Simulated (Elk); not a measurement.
# Does GdRhPb3 carry moments in Elk?

Wanted: the moments of GdRhPb3 and the energy gained by spin polarisation.

Program: Elk 11.2.3 (patched build). Level of theory: LDA (Perdew-Wang); all-electron APW+lo, Dirac cores, scalar-relativistic bands. Results are calculated unless marked as measured.

## 1. Set-up

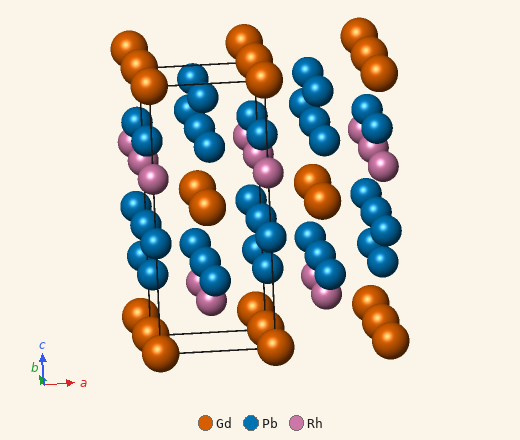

The cell as given, slightly off an axis (gadolinium orange, lead blue, rhodium pink). 2×2×1 cells are drawn. This picture shows the conventional cell, with its axes. Some periodic images of atoms are drawn too.

As a file:

```cif
data_structure
_symmetry_space_group_name_H-M 'P 1'
_symmetry_Int_Tables_number 1
_cell_length_a 6.1773
_cell_length_b 6.1773
_cell_length_c 6.1773
_cell_angle_alpha 137.199
_cell_angle_beta 137.199
_cell_angle_gamma 62.132
_cell_volume 107.53
loop_
_atom_site_label
_atom_site_type_symbol
_atom_site_fract_x
_atom_site_fract_y
_atom_site_fract_z
_atom_site_occupancy
Gd1 Gd 0.00260 0.00260 0.00000 1
Pb2 Pb 0.41406 0.41406 0.00000 1
Pb3 Pb 0.26335 0.76335 0.50000 1
Pb4 Pb 0.76335 0.26335 0.50000 1
Rh5 Rh 0.65464 0.65464 0.00000 1
```

The cell is a made-up one and need not be a known phase.

## 2. Run 1 (ferro +)

Parallel moments need no larger cell; this start tests for a ferromagnetic state only.

Moments are seeded by fields in the spheres (the last three columns under atoms), set against the wanted direction and reduced each loop.

elk.in

```
tasks
  0
  33
  73

xctype
  3

rgkmax
  7.0

nempty
  8

swidth
  0.003

reducebf
  0.6

epsengy
  1e-05

maxscl
  100

lmaxi
  3

spincore
  .true.

spinpol
  .true.

sppath
  './'

avec
  -4.25948992806 4.25948992806 9.99919855009
  4.25948992806 -4.25948992806 9.99919855009
  4.25948992806 4.25948992806 -9.99919855009

atoms
  3
  'Gd.in'
  1
  0.0025952200 0.0025952200 0.0000000000   0.000000 0.000000 -0.375000
  'Pb.in'
  3
  0.4140647300 0.4140647300 0.0000000000   0.000000 0.000000 0.000000
  0.2633481500 0.7633481500 0.5000000000   0.000000 0.000000 0.000000
  0.7633481500 0.2633481500 0.5000000000   0.000000 0.000000 0.000000
  'Rh.in'
  1
  0.6546447500 0.6546447500 0.0000000000   0.000000 0.000000 0.000000

ngridk
  8 8 8

plot3d
  0 0 0
  1 0 0
  0 1 0
  0 0 1
  31 31 31
```

Command:

```sh
$ OMP_NUM_THREADS=4 elk
```

Numbers of over 12 decimals in the logs are rounded to 6 here.

Output:

```text
Warning(init1): few empty states an atom for a second variation :    8.000000000
 they are its basis, with spin, DFT+U, afieldc (12 by default), in Hartree-Fock and RDMFT; 30 and more for pressures
Warning(gndstate): the lowest level lies among the core levels :   -2.500510589      -2.408562588
 is it the species file's wish, or a core state in the basis a second time?
Warning(gndstate): core states of species 2 leak from the muffin-tin :   0.6291414875E-02

--- INFO.OUT ---
┌─────────────────────────┐
│ Elk code version 11.2.3 │
└─────────────────────────┘

All units are atomic (Hartree, Bohr, etc.)

┌─────────────────────────────────────────────────┐
│ Ground-state run starting from atomic densities │
└─────────────────────────────────────────────────┘

Lattice vectors :
  -4.259489928       4.259489928       9.999198550
   4.259489928      -4.259489928       9.999198550
   4.259489928       4.259489928      -9.999198550

Reciprocal lattice vectors :
  0.3417456098E-17  0.7375513751      0.3141844457
  0.7375513751      0.3417456098E-17  0.3141844457
  0.7375513751      0.7375513751     -0.8008614696E-17

Unit cell volume      :    725.6720143
Brillouin zone volume :   0.3418213857

Muffin-tin inner radius fraction :   0.1000000000E-01

Nuclei treated as point charges

Species : 1 (Gd)
 parameters loaded from : Gd.in
 name : gadolinium
 nuclear charge    :   -64.00000000
 electronic charge :    64.00000000
 atomic mass :    286649.2145
 muffin-tin radius :    2.800000000
 number of radial points in muffin-tin :    697
 inner part over the whole radius :   0.9876862568E-02
 number on inner part of muffin-tin    :    499
 approximate nuclear radius :   0.9600684756E-04
 number of mesh points to nuclear radius :    256
 atomic positions (lattice), magnetic fields (Cartesian) :
  1 :   0.00000000  0.00000000  0.00000000    0.00000000  0.00000000 -0.37500000

Species : 2 (Pb)
 parameters loaded from : Pb.in
 name : lead
 nuclear charge    :   -82.00000000
 electronic charge :    82.00000000
 atomic mass :    377702.4943
 muffin-tin radius :    2.453713366
 number of radial points in muffin-tin :    697
 inner part over the whole radius :   0.9899644119E-02
 number on inner part of muffin-tin    :    499
 approximate nuclear radius :   0.1047603524E-03
 number of mesh points to nuclear radius :    265
 atomic positions (lattice), magnetic fields (Cartesian) :
  1 :   0.41146951  0.41146951  0.00000000    0.00000000  0.00000000  0.00000000
  2 :   0.26075293  0.76075293  0.50000000    0.00000000  0.00000000  0.00000000
  3 :   0.76075293  0.26075293  0.50000000    0.00000000  0.00000000  0.00000000

Species : 3 (Rh)
 parameters loaded from : Rh.in
 name : rhodium
 nuclear charge    :   -45.00000000
 electronic charge :    45.00000000
 atomic mass :    187585.2511
 muffin-tin radius :    2.278448125
 number of radial points in muffin-tin :    597
 inner part over the whole radius :   0.9782965030E-02
 number on inner part of muffin-tin    :    423
 approximate nuclear radius :   0.8524867730E-04
 number of mesh points to nuclear radius :    214
 atomic positions (lattice), magnetic fields (Cartesian) :
  1 :   0.65204953  0.65204953  0.00000000    0.00000000  0.00000000  0.00000000

Total number of atoms per unit cell :    5
Total muffin-tin volume :    327.1422160
 ratio of muffin-tin to unit cell volume :   0.4508127772

Spin treatment :
 spin-polarised
 spin-polarised core states
 global magnetic field (Cartesian) :    0.000000000       0.000000000       0.000000000
 collinear magnetisation in z-direction

Number of Bravais lattice symmetries :   16
Number of crystal symmetries         :    8
Crystal has no inversion symmetry
Complex Hermitian eigensolver will be used

k-point grid :      8     8     8
k-point offset :    0.000000000       0.000000000       0.000000000
k-point set is reduced with full crystal symmetry group
Total number of k-points :      100

Muffin-tin radius times maximum |G+k| :    7.000000000
 using average radius
Maximum |G+k| for APW functions       :    2.813597956
Maximum (1/2)|G+k|²                   :    3.958166730
Maximum |G| for potential and density :    12.00000000
Constant for pseudocharge density :    8
 order of it for each species :   15  15  15
 order of it for pair densities of each species (exact exchange by exxq0 0: 15) :   12   9   7
Radial integration step length :    1

G-vector grid sizes :     45    45    45
Number of G-vectors :    21139

Maximum angular momentum used for
 APW functions            :    8
 outer part of muffin-tin :    6
 inner part of muffin-tin :    3

Total nuclear charge    :   -355.0000000
Total core charge       :    278.0000000
Total valence charge    :    77.00000000
Total excess charge     :    0.000000000
Total electronic charge :    355.0000000

Effective Wigner radius, rₛ :   0.7873016062

Number of empty states         :     40
Total number of valence states :    158
Total number of core states    :    278

Third-order local-orbitals added for an l without core states : T
Total number of local-orbitals :     97

Exchange-correlation functional :      3     0     0
 Perdew-Wang/Ceperley-Alder, Phys. Rev. B 45, 13244 (1992)
 gradient requirement :    0
 local density approximation (LDA)

Smearing type :    3
 Fermi-Dirac
Smearing width :   0.3000000000E-02
Effective electronic temperature (K) :    947.3250744

Mixing type :    3
 Broyden mixing, J. Phys. A: Math. Gen. 17, L317 (1984)

Kohn-Sham potential initialised from atomic data

┌──────────────────────────────┐
│ Self-consistent loop started │
└──────────────────────────────┘

┌─────────────────┐
│ Loop number : 1 │
└─────────────────┘

Energies :
 Fermi                       :     0.210858
 sum of occupied eigenvalues :     -48601.530661497
 electron kinetic            :      90335.621320587
 core electron kinetic       :      89558.621202209
 Coulomb                     :     -167626.14895163
 Coulomb potential           :     -136848.73275567
 nuclear-nuclear             :     -6837.1705069628
 electron-nuclear            :     -184876.47770582
 Hartree                     :      24087.499261148
 Madelung                    :     -99201.782573796
 xc potential                :     -2087.9752894654
 xc effective B-field        :    -0.364090
 external B-field            :      0.000000
 exchange                    :     -1479.4514817907
 correlation                 :     -36.564167038806
 electron entropic           :    -0.11217337355916E-01
 total energy                :     -78806.554497213
 (external B-field energy excluded from total)

Density of states at Fermi energy :    398.4438559
 (states/Hartree/unit cell)

[...]
total in muffin-tins        :    5.354665314
 total moment                :    5.418993502

┌─────────────────┐
│ Loop number : 2 │
└─────────────────┘

Energies :
 Fermi                       :     0.220196
 sum of occupied eigenvalues :     -48600.845299939
 electron kinetic            :      90328.626374870
 core electron kinetic       :      89559.484551090
 Coulomb                     :     -167619.15208428
 Coulomb potential           :     -136859.88541612
 nuclear-nuclear             :     -6837.1705069628
 electron-nuclear            :     -184851.30759161
 Hartree                     :      24069.326014288
 Madelung                    :     -99189.209376226
 xc potential                :     -2069.1169000987
 xc effective B-field        :    -0.437163
 external B-field            :      0.000000
 exchange                    :     -1478.9009831466
 correlation                 :     -36.544703117569
 electron entropic           :    -0.89618538031351E-02
 total energy                :     -78805.980357533
 (external B-field energy excluded from total)

Density of states at Fermi energy :    297.7298695
 (states/Hartree/unit cell)

Estimated indirect band gap :   0.2747901242E-03
 from k-point 82 to k-point 72
Estimated direct band gap   :   0.2995393550E-02
 at k-point 36

Charges :
 core                        :    278.0000000
 valence                     :    77.00000000
 interstitial                :    9.795579618
 muffin-tins (core leakage)
  species : 1 (Gd)
   atom 1                    :    62.79026959     (  0.5594074572E-05)
  species : 2 (Pb)
   atom 1                    :    79.67412205     (  0.6665282072E-02)
   atom 2                    :    79.68936538     (  0.6667487333E-02)
   atom 3                    :    79.68936538     (  0.6667487333E-02)
  species : 3 (Rh)
   atom 1                    :    43.36129797     ( -0.4890140893E-05)
 total in muffin-tins        :    345.2044204
 total calculated charge     :    354.9788012
 total charge                :    355.0000000
 error                       :   0.2119880880E-01

Moments :
 interstitial                :   0.7336664295E-01
 muffin-tins
  species : 1 (Gd)
   atom 1                    :    5.846913903
  species : 2 (Pb)
   atom 1                    :  -0.5626847921E-02
   atom 2                    :  -0.2075355263E-02
   atom 3                    :  -0.2075355263E-02
  species : 3 (Rh)
   atom 1                    :  -0.3920740986E-02
 total in muffin-tins        :    5.833215604
 total moment                :    5.906582247

RMS change in Kohn-Sham potential (target) :   0.9317245544     (  0.1000000000E-05)
Absolute change in total energy (target)   :   0.5741396808     (  0.1000000000E-04)

[... loops 3 to 24 left out ...]

┌──────────────────┐
│ Loop number : 25 │
└──────────────────┘

Energies :
 Fermi                       :     0.375933
 sum of occupied eigenvalues :     -48563.278566897
 electron kinetic            :      90322.502205084
 core electron kinetic       :      89563.027096301
 Coulomb                     :     -167613.63815264
 Coulomb potential           :     -136875.18239386
 nuclear-nuclear             :     -6837.1705069628
 electron-nuclear            :     -184824.79413544
 Hartree                     :      24048.326489764
 Madelung                    :     -99176.046955705
 xc potential                :     -2010.0110918909
 xc effective B-field        :    -0.587286
 external B-field            :      0.000000
 exchange                    :     -1478.1449426292
 correlation                 :     -36.512247343185
 electron entropic           :    -0.31908455009468E-02
 total energy                :     -78805.796328369
 (external B-field energy excluded from total)

Density of states at Fermi energy :    91.79092101
 (states/Hartree/unit cell)

Estimated indirect band gap :   0.3250669191E-03
 from k-point 71 to k-point 8
Estimated direct band gap   :   0.1685881771E-02
 at k-point 60

Charges :
 core                        :    278.0000000
 valence                     :    77.00000000
 interstitial                :    10.11599507
 muffin-tins (core leakage)
  species : 1 (Gd)
   atom 1                    :    62.02435514     (  0.6021195851E-05)
  species : 2 (Pb)
   atom 1                    :    79.86321631     (  0.6291414873E-02)
   atom 2                    :    79.83864459     (  0.6283769646E-02)
   atom 3                    :    79.83864459     (  0.6283769646E-02)
  species : 3 (Rh)
   atom 1                    :    43.31914431     ( -0.4898272646E-05)
 total in muffin-tins        :    344.8840049
 total calculated charge     :    354.9799986
 total charge                :    355.0000000
 error                       :   0.2000136991E-01

Moments :
 interstitial                :   0.6412931795E-01
 muffin-tins
  species : 1 (Gd)
   atom 1                    :    6.758873808
  species : 2 (Pb)
   atom 1                    :  -0.1096001840E-01
   atom 2                    :  -0.1176314058E-01
   atom 3                    :  -0.1176314058E-01
  species : 3 (Rh)
   atom 1                    :  -0.2278944504E-01
 total in muffin-tins        :    6.701598064
 total moment                :    6.765727382

RMS change in Kohn-Sham potential (target) :   0.3494026024E-07 (  0.1000000000E-05)
Absolute change in total energy (target)   :   0.4698973498E-05 (  0.1000000000E-04)

Convergence targets achieved

┌──────────────────┐
│ Loop number : 26 │
└──────────────────┘

Energies :
 Fermi                       :     0.375933
 sum of occupied eigenvalues :     -48563.278563612
 electron kinetic            :      90322.502206314
 core electron kinetic       :      89563.027098425
 Coulomb                     :     -167613.63815122
 Coulomb potential           :     -136875.18239551
 nuclear-nuclear             :     -6837.1705069628
 electron-nuclear            :     -184824.79413098
 Hartree                     :      24048.326486716
 Madelung                    :     -99176.046953469
 xc potential                :     -2010.0110882036
 xc effective B-field        :    -0.587286
 external B-field            :      0.000000
 exchange                    :     -1478.1449425375
 correlation                 :     -36.512247337980
 electron entropic           :    -0.31908457253596E-02
 total energy                :     -78805.796325630
 (external B-field energy excluded from total)

Density of states at Fermi energy :    91.79093217
 (states/Hartree/unit cell)

Estimated indirect band gap :   0.3250613830E-03
 from k-point 71 to k-point 8
Estimated direct band gap   :   0.1685905322E-02
 at k-point 60

Charges :
 core                        :    278.0000000
 valence                     :    77.00000000
 interstitial                :    10.11599508
 muffin-tins (core leakage)
  species : 1 (Gd)
   atom 1                    :    62.02435505     (  0.6021194409E-05)
  species : 2 (Pb)
   atom 1                    :    79.86321632     (  0.6291414875E-02)
   atom 2                    :    79.83864460     (  0.6283769635E-02)
   atom 3                    :    79.83864460     (  0.6283769635E-02)
  species : 3 (Rh)
   atom 1                    :    43.31914435     ( -0.4898272142E-05)
 total in muffin-tins        :    344.8840049
 total calculated charge     :    354.9799986
 total charge                :    355.0000000
 error                       :   0.2000136990E-01

Moments :
 interstitial                :   0.6413037428E-01
 muffin-tins
  species : 1 (Gd)
   atom 1                    :    6.758874246
  species : 2 (Pb)
   atom 1                    :  -0.1095996891E-01
   atom 2                    :  -0.1176309102E-01
   atom 3                    :  -0.1176309102E-01
  species : 3 (Rh)
   atom 1                    :  -0.2279155994E-01
 total in muffin-tins        :    6.701596535
 total moment                :    6.765726909

┌──────────────────────────────┐
│ Self-consistent loop stopped │
└──────────────────────────────┘

Warning : the lowest level lies among the core levels :   -2.500510589      -2.408562588

Warning : core states of species 2 leak from the muffin-tin :   0.6291414875E-02

Wrote STATE.OUT
```

Run time: 9.3 min. Hardware: 4 threads of Arm Neoverse V2, shared host; peak memory 0.52 GiB.

Spin moment in the muffin-tin sphere by atom:

| atom | spin moment in the muffin-tin sphere (μB) |
| --- | --- |
| Gd1 | 6.76 |
| Pb2 | -0.01 |
| Pb3 | -0.01 |
| Pb4 | -0.01 |
| Rh5 | -0.02 |

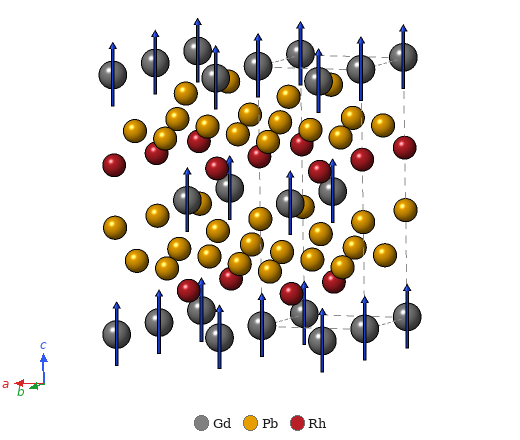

Spin moment in the muffin-tin sphere as arrows, the longest 6.76 μB. Up and down stand for the sign. Arrows give size and sign along the axis of quantisation, drawn up and down the page. 2×2×1 conventional cells are drawn. Some periodic images of atoms are drawn too.

Numbers from this step:

| Property | Result |
| --- | --- |
| density of states at the Fermi level | 3.373 states/eV/cell |
| moment between the spheres | 0.06413 μB |
| magnetization | 6.766 μB |
| final state | ferromagnetic |

After 26 cycles the largest moment stands at 6.76 μB.

[end of part 1 of 2]

[Logs and program files are shortened in this print: banners, set-up blocks, solver, clock and traceback lines can be left out without a mark of their own.]

[Logs are printed without paths, hosts, clocks, repeated set-up lines and the standing remarks that a program may print on its own settings, such as how far it seeks lower states.]

[Hosts, paths, dates, database ids (printed as entryN), source tags and the programs' standing remarks are cut or masked in the printed files.]

[Where a cell is said to come from a database of computed structures, the database is the Materials Project.]
